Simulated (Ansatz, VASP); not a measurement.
# YbOs in two plane-wave programs

Wanted: the spread between two codes on one cell, functional and k mesh. The cell is invented: As first built, before any earlier steps moved the atoms: it takes the YbPd structure with some of its atoms replaced by other elements, volume scaled by an estimate. It may not be a known or stable phase. The cell comes out of the VASP series on this material, whose earlier steps may have relaxed, scaled or displaced it; both programs get it as it stands.

Method: plane waves, with VASP 6.6.1 beside it; band structure at PBE and single point at PBE, in Ansatz 0.2.0.

## Step 1: Starting point

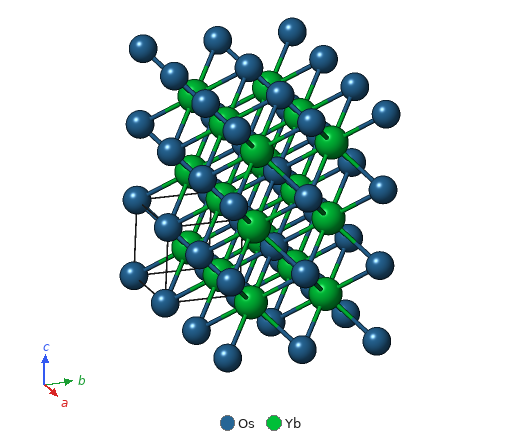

The starting structure, seen slightly off an axis (osmium blue, ytterbium green). 3×2×3 cells are drawn. Some periodic images of atoms are drawn too.

## Step 2: Ansatz: band structure, PBE

Ansatz runs on its default PAW (the set named soft_2) files.

Levels along a path test the potential and the projectors away from the mesh points.

The input, input.yaml:

```yaml
crystal:
  lattice:
    - [3.3504446278, 0.0, 0.0]
    - [0.0, 3.3504446278, 0.0]
    - [0.0, 0.0, 3.3504446278]
  atoms:
    - { symbol: Os, position: [0.0, 0.0, 0.0], spin: 1.0 }
    - { symbol: Yb, position: [0.5, 0.5, 0.5], spin: 1.0 }
hamiltonian:
  xc: pbe
  pseudopotentials: { kind: paw }
magnetization:
  spin_polarized: true
kpoints:
  mp_grid: { grid: [7, 7, 7] }
  band_path:
    path:
      - [0.0, 0.0, 0.0]
      - [0.0, 0.1, 0.0]
      - [0.0, 0.2, 0.0]
      - [0.0, 0.3, 0.0]
      - [0.0, 0.43333, 0.0]
      - [0.0, 0.5, 0.0]
      - [0.1, 0.5, 0.0]
      - [0.2, 0.5, 0.0]
      - [0.33333, 0.5, 0.0]
      - [0.43333, 0.5, 0.0]
      - [0.5, 0.5, 0.0]
      - [0.36667, 0.36667, 0.0]
      - [0.26667, 0.26667, 0.0]
      - [0.16667, 0.16667, 0.0]
      - [0.06667, 0.06667, 0.0]
      - [0.03333, 0.03333, 0.03333]
      - [0.13333, 0.13333, 0.13333]
      - [0.23333, 0.23333, 0.23333]
      - [0.33333, 0.33333, 0.33333]
      - [0.46667, 0.46667, 0.46667]
      - [0.46667, 0.5, 0.46667]
      - [0.36667, 0.5, 0.36667]
      - [0.23333, 0.5, 0.23333]
      - [0.13333, 0.5, 0.13333]
      - [0.03333, 0.5, 0.03333]
      - [0.5, 0.5, 0.03333]
      - [0.5, 0.5, 0.16667]
      - [0.5, 0.5, 0.26667]
      - [0.5, 0.5, 0.36667]
      - [0.5, 0.5, 0.5]
    npoints: 1
scf:
  occupations: { method: methfessel_paxton, width: 0.2 }
  n_extra_bands: 7
output:
  forces: true
  stress: true
  eigenvalues: true
  write_density: true
  write_potential: true
  elf: true
  volumetric_format: npy
```

On the command line:

```bash
$ ansatz run input.yaml --threads 2 --pin off --max-ram 4608MiB --backend cpu --events-out ev --progress --plain --runs-dir out
```

Numbers of over 12 decimals in the logs are rounded to 6 here.

What it wrote:

```text
Warning: where an SCF of this run starts from atoms to list the orders of its open shells, Yb (site 1, from 0) starts with 0.44 μB on its 4f shell and 0.44 μB on its 5d shell, in the place of the 1.00 μB that the deck gives it: its open shells can hold no more by Hund's first rule. To start from spheres of the given moment, type scf.initial_density.shell_occupations: []
scf.n_extra_bands = 7 over 20 filled bands (N_el = 40.0): the run solves 27 bands
Engine: ansatz 0.2.0, aarch64-unknown-linux-gnu
Pseudopotentials: kind: paw
Pseudopotential: Os, paw, valence charge 16, recommended cutoff 420 eV (normal), Os.paw.azcp
Pseudopotential: Yb, paw, valence charge 24, recommended cutoff 420 eV (normal), Yb.paw.azcp
Functional definition: PBE
  parameter kappa = 0.804
  parameter beta = 0.066725
  exchange = pbe_x(kappa = kappa, mu = beta*pi^2/3)
  correlation = pbe_c(beta = beta)
Crystal: 2 atoms, lattice volume = 37.610 Å³
Basis set: ecut = 420 eV, 739 PW (Γ), exchange–correlation on 48×48×48 points (8 copies of the dense FFT grid, shifted against one another)
Bands: 27, of which v1, the nominal top of the filled ones, is band 20 counted from 1 (19 counted from 0)
Symmetry: 48 space group operations
Space group: Pm-3m (ITA 221), of the structure as read, at distance tolerance 3.4e-5 Å
Magnetic group: BNS 221.92 (UNI 1594), of the structure as read, at distance tolerance 3.4e-5 Å
k-points: 20 of 343
Non-local potential: Os, projectors of the file, l = 0: 3, l = 1: 2, l = 2: 2, l = 3: 1
Non-local potential: Yb, projectors of the file, l = 0: 3, l = 1: 2, l = 2: 2, l = 3: 3
PAW form: soft (Blöchl's): semilocal exchange-correlation on the pseudo side does not see the compensation charge
PAW one-centre angular grid: Os, 590 points (default); XC on 64 Gauss nodes
PAW one-centre angular grid: Yb, 590 points (default); XC on 64 Gauss nodes
Initial density: superposition of atomic densities (chi_scale 0.1, normalization cell)
Starting moments: Σ|m| = 2 μB on 2 of 2 sites
Initial wavefunctions: pseudopotential atomic-orbital guess
Functional: x = pbe(κ = 0.804, μ = 0.219515), c = pbe(β = 0.066725)
iter 1 solved again at ethr=2.53e-3 eV; its pass at ethr=3.10e-3 eV (dr2=1.01e0 eV) is discarded
SCF iter   1: F=—  HF=-25178.600619 eV  |F-HF|=—  |Δ(HF+E_count)|=         —  Δρ=5.58e-2 (↑5.58e-2 ↓2.18e-2)  dr2=1.01e0  dr2_m=2.72e-1  M=0.695 μB ∫|m|=0.695 μB  β_m=0.30  ethr=2.53e-3  ⟨swp⟩=1.1  Hψ=6410  notcnv=0
Mixer restart at iter 1: flushing history
preconditioner: auto → Kerker (q_TF=auto, 2.756 Å⁻¹)  [metal: Δε(μ)=0.053 eV  Ē_g=10.704 eV  σ=0.200 eV  W_gap=0.15  n_scr=18 (ndim 8)  ℏωp=33.2 eV  f_vac=0.000  D(μ)=4.35/eV (n_scr^D=56)]
spin=Collinear: Kerker preconditioning applied to the charge; magnetization (m = ρ↑ − ρ↓) channel mixes plain (no charge-response kernel on spin).
SCF iter   2: F=—  HF=-25178.525565 eV  |F-HF|=—  |Δ(HF+E_count)|=   7.51e-2  Δρ=3.48e-2 (↑3.48e-2 ↓1.83e-2)  dr2=2.38e-1  dr2_m=1.71e-1  M=0.579 μB ∫|m|=0.579 μB  β_m=0.41  ethr=2.53e-3  ⟨swp⟩=3.2  Hψ=2224  notcnv=0
SCF iter   3: F=—  HF=-25178.633639 eV  |F-HF|=—  |Δ(HF+E_count)|=   1.08e-1  Δρ=2.44e-2 (↑2.44e-2 ↓1.47e-2)  dr2=3.01e-1  dr2_m=6.43e-2  M=0.420 μB ∫|m|=0.420 μB  β_m=0.48  ethr=5.94e-4  ⟨swp⟩=2.2  Hψ=1954  notcnv=0  defer=8
SCF iter   4: F=—  HF=-25178.850118 eV  |F-HF|=—  |Δ(HF+E_count)|=   2.16e-1  Δρ=9.90e-3 (↑8.89e-3 ↓9.90e-3)  dr2=2.01e-1  dr2_m=8.34e-3  M=0.243 μB ∫|m|=0.243 μB  β_m=0.74  ethr=5.94e-4  ⟨swp⟩=2.4  Hψ=1966  notcnv=0  defer=56
SCF iter   5: F=—  HF=-25178.825339 eV  |F-HF|=—  |Δ(HF+E_count)|=   2.48e-2  Δρ=4.32e-3 (↑3.14e-3 ↓4.32e-3)  dr2=1.47e-2  dr2_m=1.08e-3  M=0.109 μB ∫|m|=0.112 μB  β_m=0.87  ethr=5.02e-4  ⟨swp⟩=2.5  Hψ=2305  notcnv=0  defer=58
SCF iter   6: F=—  HF=-25178.844055 eV  |F-HF|=—  |Δ(HF+E_count)|=   1.87e-2  Δρ=4.03e-3 (↑2.11e-3 ↓4.03e-3)  dr2=3.48e-3  dr2_m=2.80e-3  M=0.064 μB ∫|m|=0.068 μB  β_m=0.94  ethr=3.68e-5  ⟨swp⟩=2.0  Hψ=2133  notcnv=0  defer=58
SCF iter   7: F=—  HF=-25178.847851 eV  |F-HF|=—  |Δ(HF+E_count)|=   3.80e-3  Δρ=3.17e-3 (↑1.75e-3 ↓3.17e-3)  dr2=1.36e-2  dr2_m=2.16e-4  M=0.012 μB ∫|m|=0.019 μB  β_m=0.97  ethr=8.70e-6  ⟨swp⟩=2.2  Hψ=1822  notcnv=0  defer=58
SCF iter   8: F=—  HF=-25178.848553 eV  |F-HF|=—  |Δ(HF+E_count)|=   7.03e-4  Δρ=6.35e-4 (↑1.49e-4 ↓6.35e-4)  dr2=9.25e-5  dr2_m=4.88e-5  M=0.019 μB ∫|m|=0.019 μB  β_m=0.98  ethr=8.70e-6  ⟨swp⟩=2.0  Hψ=1897  notcnv=0  defer=58
[...]
iteration 10: the input's own smearing fills from here on; a Gaussian of 0.2 eV has filled iterations ahead of it
[...]
SCF iter  22: F=-25178.799728 eV  HF=-25178.799728 eV  |F-HF|=1.80e-8  |Δ(HF+E_count)|=  9.60e-10  S|Δr|=    0.00e0  Δρ=3.01e-6 (↑2.44e-6 ↓3.01e-6)  dr2=1.18e-8  dr2_m=3.55e-11  M=-0.000 μB ∫|m|=0.000 μB  ethr=1.44e-11  ⟨swp⟩=6.0  Hψ=6539  notcnv=0
SCF 1 converged in 22 iterations: F = -25178.799728 eV  dr2 = 1.18e-8
  greatest PAW one-centre occupation: 1.000 electrons in one spin orbital (limit 2), on the Os atom at site 0 (counted from 0), in its partial waves of l = 0
Initial density: read from a saved state, or passed on in memory by an earlier SCF of this step, an earlier step, the calling program or the single point that the run made first
Starting moments: Σ|m| = 2 μB on 2 of 2 sites; this step starts from the density that it was given
Initial wavefunctions: those read from a saved state, or passed on in memory by an earlier step or the calling program
iter 1 solved again at ethr=3.74e-4 eV; its pass at ethr=3.10e-3 eV (dr2=1.50e-1 eV) is discarded
SCF iter   1: F=—  HF=-25178.889075 eV  |F-HF|=—  |Δ(HF+E_count)|=         —  Δρ=9.88e-3 (↑9.88e-3 ↓9.88e-3)  dr2=1.50e-1  dr2_m=7.81e-12  M=-0.000 μB ∫|m|=0.000 μB  β_m=0.30  ethr=3.74e-4  ⟨swp⟩=1.0  Hψ=4320  notcnv=0
preconditioner: auto → Kerker (q_TF=auto, 2.756 Å⁻¹)  [metal: Δε(μ)=0.012 eV  Ē_g=10.664 eV  σ=0.100 eV  W_gap=0.03  n_scr=18 (ndim 8)  ℏωp=33.2 eV  f_vac=0.000  D(μ)=5.40/eV (n_scr^D=80)]
spin=Collinear: Kerker preconditioning applied to the charge; magnetization (m = ρ↑ − ρ↓) channel mixes plain (no charge-response kernel on spin).
SCF iter   2: F=—  HF=-25178.969797 eV  |F-HF|=—  |Δ(HF+E_count)|=   8.07e-2  Δρ=2.69e-2 (↑2.69e-2 ↓2.69e-2)  dr2=1.06e0  dr2_m=8.15e-11  M=-0.000 μB ∫|m|=0.000 μB  β_m=0.19  ethr=3.74e-4  ⟨swp⟩=2.5  Hψ=1772  notcnv=0  recentre
SCF iter   3: F=—  HF=-25178.882841 eV  |F-HF|=—  |Δ(HF+E_count)|=   8.70e-2  Δρ=4.82e-4 (↑4.82e-4 ↓4.82e-4)  dr2=1.73e-4  dr2_m=1.45e-11  M=-0.000 μB ∫|m|=0.000 μB  β_m=0.37  ethr=3.74e-4  ⟨swp⟩=2.0  Hψ=1926  notcnv=0  defer=26
SCF iter   4: F=—  HF=-25178.882995 eV  |F-HF|=—  |Δ(HF+E_count)|=   1.54e-4  Δρ=2.81e-3 (↑2.81e-3 ↓2.81e-3)  dr2=1.24e-2  dr2_m=4.72e-12  M=-0.000 μB ∫|m|=0.000 μB  β_m=0.37  ethr=4.33e-7  ⟨swp⟩=3.0  Hψ=2090  notcnv=0  defer=26
SCF iter   5: F=—  HF=-25178.882374 eV  |F-HF|=—  |Δ(HF+E_count)|=   6.22e-4  Δρ=4.18e-4 (↑4.18e-4 ↓4.18e-4)  dr2=2.04e-4  dr2_m=2.06e-12  M=-0.000 μB ∫|m|=0.000 μB  β_m=0.69  ethr=4.33e-7  ⟨swp⟩=2.0  Hψ=1812  notcnv=0  defer=26
SCF iter   6: F=—  HF=-25178.882415 eV  |F-HF|=—  |Δ(HF+E_count)|=   4.11e-5  Δρ=6.90e-4 (↑6.90e-4 ↓6.90e-4)  dr2=6.73e-4  dr2_m=1.69e-12  M=-0.000 μB ∫|m|=0.000 μB  β_m=0.84  ethr=4.33e-7  ⟨swp⟩=1.0  Hψ=1038  notcnv=0  defer=26  recentre
SCF iter   7: F=—  HF=-25178.882416 eV  |F-HF|=—  |Δ(HF+E_count)|=   1.30e-6  Δρ=6.00e-4 (↑6.00e-4 ↓6.00e-4)  dr2=5.39e-4  dr2_m=6.81e-13  M=-0.000 μB ∫|m|=0.000 μB  β_m=0.60  ethr=4.33e-7  ⟨swp⟩=1.0  Hψ=1038  notcnv=0  defer=26
SCF iter   8: F=-25178.882385 eV  HF=-25178.882389 eV  |F-HF|=3.58e-6  |Δ(HF+E_count)|=   2.71e-5  Δρ=4.16e-5 (↑4.16e-5 ↓4.16e-5)  dr2=2.74e-6  dr2_m=5.32e-13  M=-0.000 μB ∫|m|=0.000 μB  ethr=2.50e-7  ⟨swp⟩=2.0  Hψ=2990  notcnv=0
SCF 2 converged in 8 iterations: F = -25178.882385 eV  dr2 = 2.74e-6
WARN: the starting moments were not kept: the SCF closed with an absolute magnetisation of 8.1e-6 μB, where they sum to 2 μB in size (2 sites). That is at most 0.1 of that sum. Measured as dr2_m measures the in/out step, that magnetisation stands 5.3e-11 eV from none, at or under the dr2_threshold of 1.0e-7 eV: it is no larger than a step whose dr2_m would equal this threshold. The system may hold no moment; this SCF [...]
this state was not tested for a lower state beside it, because cold or Methfessel-Paxton smearing, or corrected tetrahedra, fill the levels in a way that the test cannot read (fill_not_monotonic; see scf.lower_state_search)
NSCF: frozen V_eff on 30 k-points
SCF converged after 22 iterations
Magnetization: -0.0000 μB (20.0000 up, 20.0000 down)
Absolute magnetization: 0.0000 μB (∫|ρ↑−ρ↓|, with the PAW one-centre terms)
Spin contamination: 0.0000 ħ² per cell (⟨S²⟩ above its minimum at these occupations)
Per-site moments (μB) at R_I (Å): [(2.6633313467160613e-6, 1.196898), (-4.993780589702569e-6, 1.196898)]
Free energy (F): -25178.799728 eV
Harris-Foulkes:  -25178.799728 eV  (|F-HF|=1.80e-8)
Internal energy: -25178.823691 eV  (E = F + TS)
E sigma→0 (E₀):  -25178.805718 eV
Entropy (-TS):   0.023963 eV (11.982 meV/atom)
Fermi energy:    19.246999 eV
--- Per-component energies (eV) ---
  E_band       = 62.498667
  E_kinetic    = 935.356000
  E_local      = -6073.175042  (includes V_loc(G=0)·N_el)
  E_nonlocal   = 519.150524
  E_hartree    = 2622.738767
  E_xc         = -436.696884
  E_vxc        = -496.141058  (∫ρ·V_xc dr)
  E_paw        = -16349.910301  (= ΣΔE_a)
  E_vpaw       = -68.178659  (= ΣTr[D̂ρ^β])
  E_aug_tail   = -0.000075  (compensation charges beyond the density's cutoff)
  E_ewald      = -6396.286679
  E_smearing   = 0.023963  (= −TS)
  E_closure    = -0.000000  (closes the sum)
  Σ components = -25178.799728   (vs F -25178.799728, Δ=0.00e0)
--- Forces (eV/Å), atoms counted from 1 ---
  atom   1  Os    -0.00000000     0.00000000     0.00000000
  atom   2  Yb     0.00000000    -0.00000000    -0.00000000
  max |Σ_I F_I| component: 7.18e-29 eV/Å
--- Stress (GPa, compression-positive) ---
        0.230006       0.000000       0.000000
        0.000000       0.230006       0.000000
       -0.000000       0.000000       0.230006
  P = ⅓ Tr σ = 0.2300 GPa (2.300 kbar)
--- Band table (eV; the first three rows and the last of 40) ---
  k-point 0 ↑: bands = [... 16 lower, 18.7365, 18.7365, 18.8211, 18.8211, 18.8211, 23.8588, 23.8588, 28.1359, ... 3 higher]
  k-point 1 ↑: bands = [... 16 lower, 18.7123, 18.7125, 19.0129, 19.0129, 19.1234, 23.3411, 23.8812, 25.9500, ... 3 higher]
  k-point 2 ↑: bands = [... 16 lower, 18.7443, 18.7889, 19.1814, 19.1814, 19.5154, 22.2018, 22.8429, 24.2264, ... 3 higher]
  k-point 19 ↓: bands = [... 16 lower, 18.7319, 18.7560, 18.9261, 18.9839, 18.9839, 20.9319, 20.9319, 24.8689, ... 3 higher]
```

The job ended after 12 s (2 threads of Arm Neoverse N1, shared host; peak memory 0.38 GiB; 22 s of CPU time).

The column dr2 measures how far the density is from self-consistency, as an energy; F and HF (Harris–Foulkes) agree once it is small.

[end of part 1 of 2]

[Lines on the potential files, build, host, timing and source positions are cut from VASP's logs without a mark.]

[Logs are printed without paths, hosts, clocks, repeated set-up lines and the standing remarks that a program may print on its own settings, such as how far it seeks lower states.]

[Hosts, paths, dates, database ids (printed as entryN), source tags and the programs' standing remarks are cut or masked in the printed files.]
